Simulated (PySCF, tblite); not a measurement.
**C5H10ClFSi: geometry, infrared bands and NMR shifts**

Wanted: the infrared bands and NMR shifts of C5H10ClFSi (`C=C(C)C[SiH2][C@@H](F)Cl`), by calculation.

Programs: tblite 0.8.0 and PySCF 2.14.0, with density-fitted response routines of our own. Each step states its level of theory. These are calculated values for one molecule in the gas phase, unless marked as measured. Atoms count from 0, in the outputs and in this text.

### Step 1. The molecule as given

18 atoms, charge 0, multiplicity 1; geometry from: force field or distance geometry start.

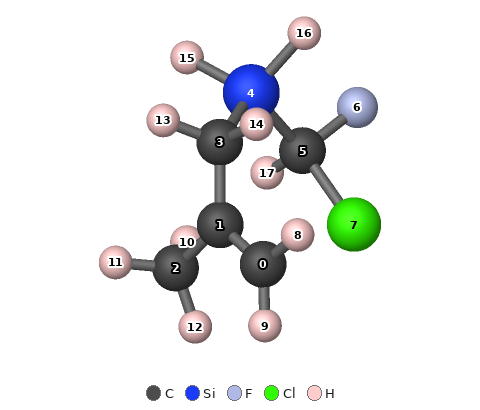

As it starts; carbon dark grey, silicon blue, fluorine light blue, chlorine green, hydrogen pink, atoms numbered; sticks join atoms by distance.

### Step 2. Relaxing the molecule with GFN2-xTB

Job settings and geometry (Å):

```
{"job": {"kind": "relax", "xc": "GFN2-xTB", "basis": "xTB"}, "charge": 0, "multiplicity": 1}
C      1.823200    -0.243200     1.269500
C      1.167100    -0.080400     0.102500
C      1.311000     1.226500    -0.574200
C      0.371000    -1.209100    -0.429200
Si    -1.420200    -0.862500    -0.644900
C     -2.048100     0.637900     0.239500
F     -3.356400     0.416000     0.665800
Cl    -1.123900     0.929400     1.762600
H      1.752000    -1.198600     1.816400
H      2.409500     0.582800     1.689600
H      0.270000     1.564300    -0.822500
H      1.902300     1.083900    -1.497200
H      1.716100     2.002700     0.110200
H      0.770900    -1.573600    -1.403100
H      0.474100    -2.098300     0.259600
H     -1.759100    -0.712100    -2.082500
H     -2.177900    -2.009300    -0.086700
H     -2.090400     1.549900    -0.387000
```

Launch:

```bash
$ OMP_NUM_THREADS=1 python probes_run.py task.json out
```

This one command runs all jobs of the session in turn.

The log of the run:

```text
step      E/eV     max force
  0    -728.13178    2.932
  1    -728.36813    1.999
  2    -728.42810    0.820
  3    -728.46293    0.381
  4    -728.51072    0.407
  5    -728.52441    0.316
  6    -728.53907    0.275
  7    -728.54549    0.202
  8    -728.55165    0.164
  9    -728.55640    0.149
 10    -728.56154    0.183
 11    -728.56711    0.182
 12    -728.57324    0.200
 13    -728.57866    0.188
 14    -728.58272    0.149
 15    -728.58554    0.142
 16    -728.58756    0.105
 17    -728.58909    0.088
 18    -728.59047    0.084
 19    -728.59196    0.112
 20    -728.59353    0.128
 21    -728.59491    0.095
 22    -728.59592    0.070
 23    -728.59666    0.063
 24    -728.59731    0.058
 25    -728.59797    0.058
 26    -728.59868    0.085
 27    -728.59944    0.085
 28    -728.60025    0.075
 29    -728.60110    0.080
 30    -728.60195    0.068
 31    -728.60285    0.093
 32    -728.60382    0.085
 33    -728.60483    0.087
 34    -728.60597    0.081
 35    -728.60744    0.104
 36    -728.60939    0.128
 37    -728.61158    0.129
 38    -728.61350    0.122
 39    -728.61506    0.110
 40    -728.61655    0.109
 41    -728.61845    0.153
 42    -728.62079    0.212
 43    -728.62301    0.256
 44    -728.62575    0.137
 45    -728.62796    0.093
 46    -728.62946    0.118
 47    -728.63130    0.130
 48    -728.63270    0.148
 49    -728.63413    0.156
 50    -728.63607    0.131
 51    -728.63838    0.117
 52    -728.63972    0.107
 53    -728.64196    0.119
 54    -728.64402    0.107
 55    -728.64572    0.168
 56    -728.64712    0.132
 57    -728.64859    0.086
 58    -728.65048    0.073
 59    -728.65182    0.108
 60    -728.65357    0.108
 61    -728.65493    0.069
 62    -728.65615    0.074
 63    -728.65745    0.111
 64    -728.65897    0.122
 65    -728.66116    0.097
 66    -728.66354    0.074
 67    -728.66440    0.074
 68    -728.66549    0.098
 69    -728.66707    0.106
 70    -728.66927    0.105
 71    -728.67170    0.106
 72    -728.67407    0.130
 73    -728.67640    0.147
 74    -728.67868    0.148
 75    -728.68089    0.083
 76    -728.68222    0.067
 77    -728.68323    0.083
 78    -728.68435    0.116
 79    -728.68541    0.080
 80    -728.68625    0.083
 81    -728.68696    0.084
 82    -728.68771    0.098
 83    -728.68861    0.087
 84    -728.68956    0.065
 85    -728.69009    0.061
 86    -728.69063    0.052
 87    -728.69131    0.053
 88    -728.69200    0.055
 89    -728.69252    0.047
 90    -728.69290    0.040
 91    -728.69327    0.041
 92    -728.69376    0.052
 93    -728.69441    0.063
 94    -728.69516    0.074
 95    -728.69595    0.073
 96    -728.69679    0.070
 97    -728.69772    0.070
 98    -728.69876    0.086
 99    -728.69981    0.090
100    -728.70073    0.068
101    -728.70156    0.072
102    -728.70248    0.090
103    -728.70380    0.139
104    -728.70593    0.130
105    -728.70876    0.141
106    -728.71073    0.111
107    -728.71172    0.077
108    -728.71235    0.050
109    -728.71284    0.045
110    -728.71322    0.048
111    -728.71346    0.033
112    -728.71358    0.021
113    -728.71366    0.018
114    -728.71372    0.020
115    -728.71384    0.023
116    -728.71396    0.031
117    -728.71414    0.040
118    -728.71438    0.046
119    -728.71473    0.052
120    -728.71524    0.065
121    -728.71591    0.065
122    -728.71652    0.053
123    -728.71692    0.039
124    -728.71716    0.040
125    -728.71742    0.040
126    -728.71777    0.040
127    -728.71831    0.041
128    -728.71872    0.036
129    -728.71917    0.047
130    -728.71972    0.049
131    -728.72042    0.053
132    -728.72096    0.068
133    -728.72153    0.052
134    -728.72189    0.039
135    -728.72222    0.045
136    -728.72243    0.037
137    -728.72267    0.032
138    -728.72294    0.028
139    -728.72310    0.033
140    -728.72325    0.032
141    -728.72336    0.023
142    -728.72345    0.020
143    -728.72352    0.020
144    -728.72359    0.027
145    -728.72368    0.028
146    -728.72376    0.017
147    -728.72382    0.021
148    -728.72386    0.017
149    -728.72389    0.012
150    -728.72391    0.010
151    -728.72393    0.010
```

It took 1.1 s on 1 thread of Arm Neoverse V2, shared host.

Along the way: (not every step is listed)

```tsv
step	energy from step 0 (eV)	largest force (eV/Å)
0	0.0000	2.9317
1	-0.2363	1.9992
2	-0.2963	0.8197
3	-0.3311	0.3814
4	-0.3789	0.4071
5	-0.3926	0.3156
6	-0.4073	0.2749
7	-0.4137	0.2022
8	-0.4199	0.1636
21	-0.4631	0.0945
34	-0.4742	0.0814
47	-0.4995	0.1302
60	-0.5218	0.1078
73	-0.5446	0.1474
86	-0.5589	0.0517
99	-0.5680	0.0903
112	-0.5818	0.0211
125	-0.5856	0.0404
138	-0.5912	0.0278
146	-0.5920	0.0171
147	-0.5920	0.0212
148	-0.5921	0.0171
149	-0.5921	0.0122
150	-0.5921	0.0097
151	-0.5921	0.0104
```

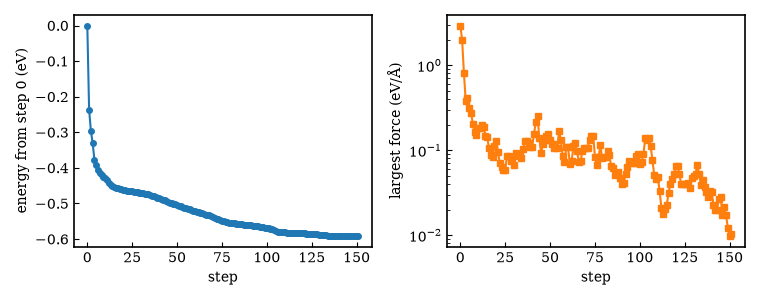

Energy and largest force along the relaxation.

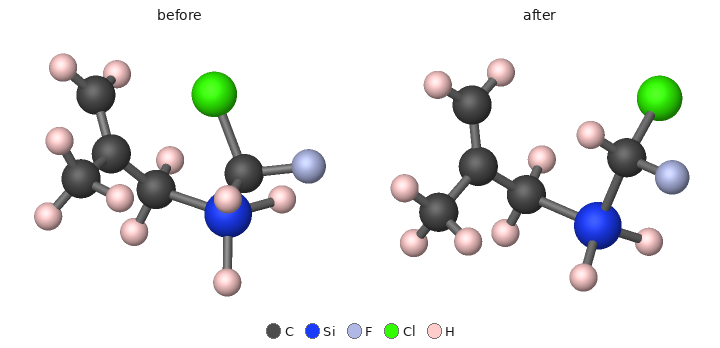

The geometry before (left) and after (right).

Distances of close pairs at the start and the end, largest changes first:

```tsv
bond	before (Å)	after (Å)	change (Å)
Si4–C5	1.851	1.932	+0.080
C3–Si4	1.837	1.906	+0.069
C3–H14	1.129	1.091	-0.039
C2–H10	1.122	1.090	-0.033
C5–F6	1.394	1.366	-0.028
C0–H8	1.103	1.077	-0.026
C0–C1	1.349	1.324	-0.025
C2–H12	1.111	1.087	-0.025
```

The next job starts from the end point, and lists it.

### Step 3. Vibrational analysis with GFN2-xTB

Job settings and geometry (Å):

```
{"job": {"kind": "ir", "xc": "GFN2-xTB", "basis": "xTB"}, "charge": 0, "multiplicity": 1}
C      1.528455     0.346111     1.278487
C      1.196367     0.072540     0.026458
C      1.577412     0.960014    -1.118052
C      0.390467    -1.140399    -0.334982
Si    -1.438373    -0.737425    -0.690943
C     -2.068706     0.266998     0.833729
F     -3.311207     0.786578     0.604899
Cl    -2.178506    -0.828815     2.237104
H      1.245844    -0.296652     2.094875
H      2.101094     1.220631     1.537314
H      0.684419     1.338935    -1.614485
H      2.152252     0.401678    -1.855860
H      2.173459     1.802397    -0.777838
H      0.822186    -1.617956    -1.214905
H      0.435920    -1.863584     0.480460
H     -1.629941     0.136203    -1.852745
H     -2.255783    -1.944062    -0.785428
H     -1.434118     1.103126     1.140256
```

The log of the run:

```text
mode    cm-1     km/mol
  1      15.8      0.06
  2      32.5      0.74
  3      57.6      1.17
  4      91.1      0.55
  5     131.9      0.19
  6     176.5      0.71
  7     204.4      8.19
  8     276.6      6.94
  9     366.9     14.26
 10     375.6      0.69
 11     415.5      3.47
 12     445.7     23.74
 13     504.5     22.79
 14     541.1      3.73
 15     635.3     38.82
 16     656.8     51.64
 17     690.6    118.74
 18     747.0     42.61
 19     758.0     55.55
 20     775.8    149.59
 21     808.1    166.35
 22     885.9     23.69
 23     890.8     20.77
 24     971.8      5.96
 25    1014.9     13.15
 26    1026.4     94.12
 27    1039.6      1.63
 28    1120.2      7.32
 29    1147.8      0.90
 30    1217.7     30.36
 31    1254.5     22.18
 32    1275.4     42.52
 33    1399.3      9.41
 34    1420.9      4.35
 35    1453.9      4.11
 36    1477.1      4.81
 37    1485.8      6.17
 38    1724.1     28.10
 39    2248.6    314.69
 40    2299.8    205.80
 41    2926.0     12.41
 42    2982.4     36.62
 43    2989.9     16.63
 44    3001.3     30.87
 45    3017.3     29.00
 46    3051.4     23.39
 47    3104.0     15.70
 48    3128.2     51.30
```

It took 0.65 s on 1 thread of Arm Neoverse V2, shared host.

Which atoms move in the most intense modes:

```tsv
cm⁻¹	km/mol	atoms
657	51.6	H16 32 %, C5 23 %
691	118.7	H9 28 %, H8 25 %, H16 15 %, H15 12 %
758	55.5	H15 28 %, C3 22 %, H16 14 %, H14 13 %
776	149.6	H16 26 %, H15 20 %, C3 14 %, Si4 12 %
808	166.3	C3 27 %, H13 25 %, Si4 12 %, H14 11 %
1026	94.1	C5 53 %, F6 34 %, H17 11 %
2249	314.7	H15 96 %
2300	205.8	H16 96 %
```

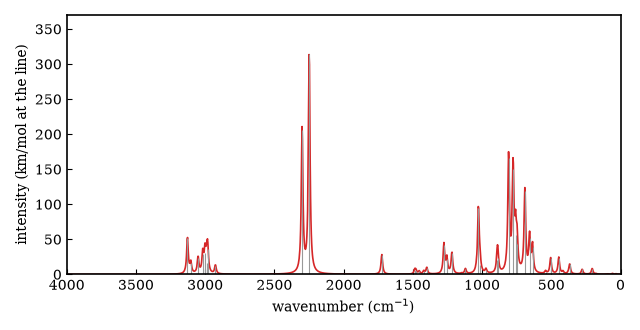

The infrared spectrum from these modes, unscaled. Lines are broadened to a width of 14 cm⁻¹ (Lorentzian).

### Step 4. Shielding tensors: PBE0/pcSseg-1

The job, as its differences from that of step 3:

```diff
@@ -1,2 +1,2 @@
-{"job": {"kind": "ir", "xc": "GFN2-xTB", "basis": "xTB"}, "charge": 0, "multiplicity": 1}
+{"job": {"kind": "nmr", "xc": "PBE0", "basis": "pcSseg-1"}, "charge": 0, "multiplicity": 1}
 C      1.528455     0.346111     1.278487
```

Method: GIAO PBE0/pcSseg-1 NMR shielding, non-relativistic, gas phase.

The log of the run:

```text
coarse grid: 15968 points
cycle   1  E = -1045.2540582523  dE =  7.286e-01  |g| = 6.106e-01  |ddm| = 3.735e+00
cycle   2  E = -1045.2026623098  dE =  5.140e-02  |g| = 8.266e-01  |ddm| = 1.029e+00
cycle   3  E = -1045.3336599238  dE = -1.310e-01  |g| = 8.570e-02  |ddm| = 5.835e-01
cycle   4  E = -1045.3349709308  dE = -1.311e-03  |g| = 3.331e-02  |ddm| = 8.779e-02
cycle   5  E = -1045.3352205160  dE = -2.496e-04  |g| = 5.824e-03  |ddm| = 3.390e-02
cycle   6  E = -1045.3352273167  dE = -6.801e-06  |g| = 3.051e-03  |ddm| = 8.592e-03
final grid: 145040 points
cycle   7  E = -1045.3891394110  dE = -4.522e-05  |g| = 1.026e-02  |ddm| = 3.103e-02
cycle   8  E = -1045.3891110716  dE =  2.834e-05  |g| = 1.490e-02  |ddm| = 2.170e-02
cycle   9  E = -1045.3891644570  dE = -5.339e-05  |g| = 1.938e-03  |ddm| = 1.336e-02
cycle  10  E = -1045.3891653157  dE = -8.587e-07  |g| = 3.967e-04  |ddm| = 1.810e-03
cycle  11  E = -1045.3891653523  dE = -3.661e-08  |g| = 1.244e-04  |ddm| = 4.404e-04
cycle  12  E = -1045.3891653549  dE = -2.544e-09  |g| = 3.924e-05  |ddm| = 1.040e-04
cycle  13  E = -1045.3891653552  dE = -2.924e-10  |g| = 7.523e-06  |ddm| = 3.659e-05
converged SCF energy = -1045.3891653552

GIAO shielding tensors (ppm)
atom      isotropic    diamagn.    paramagn.     s11        s22        s33       span
  0 C       69.342     253.647    -184.305    -32.432     97.043    143.415    175.847
  1 C       38.020     262.479    -224.459    -82.391     34.442    162.009    244.400
  2 C      160.652     247.111     -86.459    142.478    152.691    186.787     44.310
  3 C      163.474     252.793     -89.319    147.440    152.627    190.356     42.915
  4 Si     389.258     879.640    -490.383    369.170    376.113    422.490     53.320
  5 C       80.129     251.362    -171.234     37.942     72.821    129.624     91.682
  6 F      364.130     469.312    -105.182    266.105    334.110    492.174    226.069
  7 Cl     737.951    1146.936    -408.985    453.730    767.213    992.910    539.180
  8 H       26.573      32.451      -5.879     22.704     26.121     30.893      8.188
  9 H       26.623      31.502      -4.879     23.687     25.526     30.656      6.968
 10 H       29.706      30.684      -0.978     25.171     30.071     33.876      8.705
 11 H       29.973      28.848       1.126     26.114     28.081     35.725      9.611
 12 H       29.809      30.009      -0.200     25.871     28.184     35.371      9.500
 13 H       30.151      31.261      -1.110     25.989     28.579     35.886      9.897
 14 H       29.438      32.162      -2.724     26.719     27.784     33.812      7.093
 15 H       27.190      29.439      -2.248     23.748     25.902     31.922      8.174
 16 H       27.562      28.690      -1.128     24.022     26.182     32.482      8.460
 17 H       25.265      31.461      -6.196     21.818     25.735     28.243      6.425
```

It took 36 s on 1 thread of Arm Neoverse V2, shared host; peak memory 0.9 GiB.

Shifts follow as δ = σ(reference) − σ, with reference shieldings (ppm) from runs at the same level and on the same kind of geometry: 1H TMS 31.72, 13C TMS 186.9, 29Si TMS 349.2, 19F CFCl3 170.9, 35Cl HCl 950. The references are single molecules in the gas phase, so shifts against H2O, NH3, PH3, H3PO4 or CFCl3 are not on the usual liquid scales and can be off by tens of ppm. Atoms listed in one row are averaged.

```tsv
atoms	environment	σ (ppm)	δ (ppm)	δ scaled to CDCl3
C1	fully substituted alkene carbon	38.0	148.9	143.4
C0	terminal =CH2 carbon	69.3	117.6	112.8
C5	sp3 CH bonded to Cl and F and Si	80.1	106.8	102.3
C2	allylic methyl carbon	160.7	26.3	23.7
C3	allylic sp3 CH2 bonded to Si	163.5	23.5	21.0
H17	hydrogen on an sp3 CH bonded to Cl and F and Si	25.27	6.45	6.19
H8	hydrogen on a terminal =CH2 carbon	26.57	5.14	4.96
H9	hydrogen on a terminal =CH2 carbon	26.62	5.09	4.91
H15	hydrogen on a silicon bonded to 2 C	27.19	4.53	–
H16	hydrogen on a silicon bonded to 2 C	27.56	4.15	–
H14	hydrogen on an allylic sp3 CH2 bonded to Si	29.44	2.28	2.25
H10, H11, H12	hydrogen on an allylic methyl carbon	29.83	1.89	1.88
H13	hydrogen on an allylic sp3 CH2 bonded to Si	30.15	1.57	1.58
Si4	silicon bonded to 2 C, 2 H	389.3	-40.1	–
F6	fluorine on an sp3 carbon	364.1	-193.2	–
Cl7	chlorine bonded to C	738	212	–
```

The scaled column applies a straight-line fit of computed shieldings to shifts measured in CDCl3, with any fitted terms for Cl, Br or S neighbours, and one for carbons that bear F (root-mean-square error 0.16 ppm for H, 1.9 ppm for C).

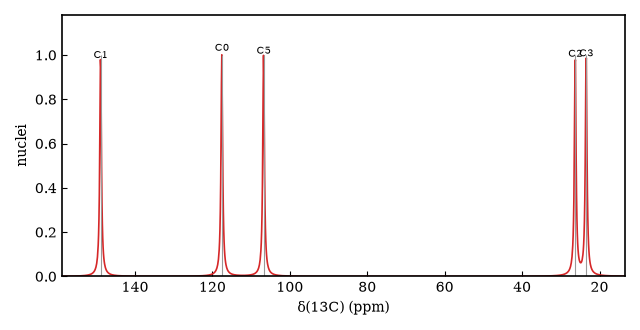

13C lines at the computed shifts, without couplings. Lines are broadened to a width of 0.50 ppm (Lorentzian).

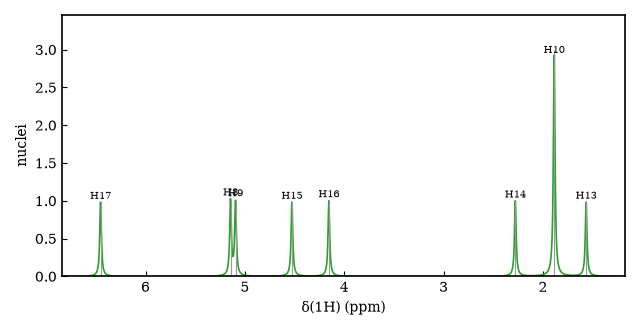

1H lines at the computed shifts, without couplings. Lines are broadened to a width of 0.02 ppm (Lorentzian).

Charges from the same density, by scheme (e):

```tsv
atoms	Mulliken	IAO	Hirshfeld	ESP fit
C0	-0.06	-0.35	-0.12	-0.66
C1	-0.48	0.04	0.02	0.45
C2	-0.15	-0.42	-0.12	-0.59
C3	-0.43	-0.54	-0.15	-0.69
Si4	0.66	0.76	0.33	0.53
C5	-0.05	-0.08	0.00	-0.15
F6	-0.30	-0.29	-0.11	-0.15
Cl7	-0.15	-0.10	-0.06	-0.11
```

ESP fit charges:

C0 -0.66; C1 0.45; C2 -0.59; C3 -0.69; Si4 0.53; C5 -0.15; F6 -0.15; Cl7 -0.11; H8 0.21; H9 0.22; H10 0.17; H11 0.16; H12 0.16; H13 0.21; H14 0.20; H15 -0.10; H16 -0.08; H17 0.21

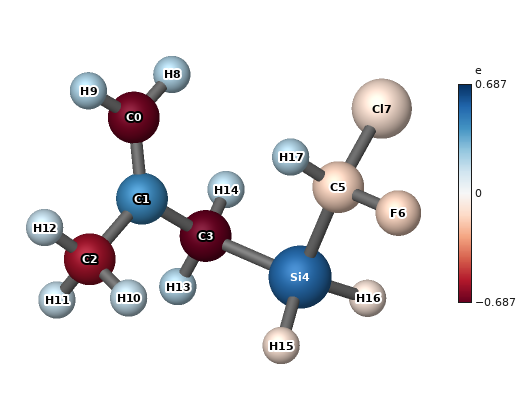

ESP fit charges, as colours on the atoms.

Mayer bond orders: C0–C1 1.97, C1–C2 1.04, C1–C3 1.02, C3–Si4 0.90, Si4–C5 0.80, C5–F6 0.89, C5–Cl7 0.98.

### Step 5. Outcome

| quantity | value |
| --- | --- |
| strongest single infrared mode (GFN2-xTB) | 2249 cm⁻¹, 315 km/mol |
| zero-point energy (GFN2-xTB) | 83.3 kcal/mol |
| 13C shifts against TMS (PBE0/pcSseg-1) | 148.9, 117.6, 106.8, 26.3, 23.5 ppm |
| 1H shifts against TMS (PBE0/pcSseg-1, means over atoms taken as alike) | 6.45, 5.14, 5.09, 4.53, 4.15, 2.28, 1.89, 1.57 ppm |
| 29Si shifts against TMS (PBE0/pcSseg-1) | -40.1 ppm |
| 19F shifts against CFCl3 (PBE0/pcSseg-1) | -193.2 ppm |
| 35Cl shifts against HCl (PBE0/pcSseg-1) | 212 ppm |

Relaxing lowered the energy by 0.592 eV in 151 steps; the close pair that moved most is Si4–C5, from 1.851 to 1.932 Å. No mode is imaginary among the 48: a minimum at this level. The strongest single mode, at 2249 cm⁻¹, moves mainly H15. GFN2-xTB is a fitted tight-binding method: band positions and strengths are rough. Its intensities can rank the bands wrongly. The most deshielded carbon is C1 (fully substituted alkene carbon), at 148.9 ppm: the olefinic region. H17 (hydrogen on an sp3 CH bonded to Cl and F and Si) lies farthest downfield among hydrogen, at 6.45 ppm; its carbon carries Cl and F, which withdraws density. At PBE0/pcSseg-1: The widest tensor belongs to Cl7: span 539 ppm, with a paramagnetic part of -409 ppm.
